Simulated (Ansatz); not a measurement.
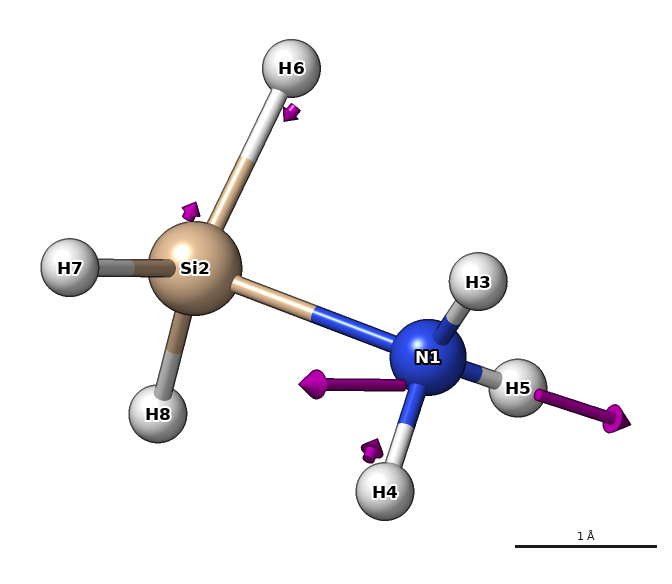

Arrows show the forces on the atoms, 0.06 Å of arrow for 1 eV/Å; forces under a tenth of the largest aren't drawn. Charge +1, singlet. Level of theory: ωB97M-V/def2-TZVPP (Ansatz 0.2.0).

On which atom is the force largest, and how large is it?

On N1: 17.09 eV/Å.

Along which bond is the force strongest?

N1–H5, now 0.834 Å: the forces push its atoms apart, so a first step downhill lengthens it.

List the force components in the frame of the picture (x right, y up, z towards the viewer), in eV/Å.

```csv
atom,Fx,Fy,Fz
N1,−12.41,0.13,11.74
Si2,1.02,2.10,0.63
H3,−0.09,0.27,−0.51
H4,1.13,2.54,−1.76
H5,11.10,−3.61,−9.04
H6,−1.50,−1.79,0.19
H7,0.85,−0.02,−1.42
H8,−0.10,0.38,0.16
```
